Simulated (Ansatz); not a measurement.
**Errors in the atomisation enthalpy at 298 K**

6 molecules with halogens; the atomisation enthalpy at 298 K in kJ/mol, computed less measured. Shapes, held fixed at every level: PBE0-D4/def2-TZVP. Flexible molecules stand in one conformer, not always the lowest. Thermal terms are harmonic and unscaled (PBE0-D4/def2-TZVP); the spin-orbit lowering of the free atoms is taken from their spectra. Programs: Ansatz 0.2.0. Measured values: Active Thermochemical Tables, CRC Handbook of Chemistry and Physics.

Levels: A = B3LYP-D4/def2-TZVPP; B = r2SCAN0-D4/def2-TZVPP; C = CCSD(T)/def2-SVP.

| molecule | from tabulated heats | A | B | C |
| --- | --- | --- | --- | --- |
| BiCl3 (bismuth trichloride) | 837 | +87 | +47 | -116 |
| CH2ClF (chlorofluoromethane) | 1617 | -10 | -33 | -106 |
| CHClF2 (difluorochloromethane) | 1698 | -18 | -45 | -111 |
| SeF6 (selenium hexafluoride) | 1820 | -21 | -69 | -260 |
| C2H5F (SMILES CCF) | 2876 | -1 | -38 | -128 |
| C3H5Br (allyl bromide) | 3307 | -3 | -36 | -155 |

Problem. Sum up the errors.

Solution. 
```
                level                   kind  mean error  mean absolute error  worst case
  B3LYP-D4/def2-TZVPP          global hybrid        +5.7                 23.3       BiCl3
r2SCAN0-D4/def2-TZVPP          global hybrid       -29.0                 44.7        SeF6
     CCSD(T)/def2-SVP  coupled cluster or CI      -146.0                146.0        SeF6
```

On this set B3LYP-D4/def2-TZVPP has the smallest mean absolute error and CCSD(T)/def2-SVP the largest. B3LYP-D4/def2-TZVPP is too low in 5 of 6; r2SCAN0-D4/def2-TZVPP is too low in 5 of 6; CCSD(T)/def2-SVP is too low in 6 of 6. The heats of BiCl3, SeF6, C3H5Br come from older tables and can be uncertain by 10 kJ/mol or more. Correlated wave functions converge slowly with the basis. For atoms past krypton def2 sets carry core potentials with scalar relativity. Relativity is left out for Br, Se. Outer-core shells of Bi, Br, Se are correlated, in sets that cover them unevenly. The set is small.

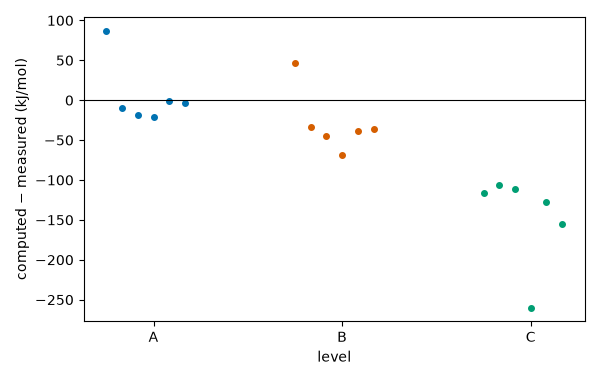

Errors of each level, one point a molecule.
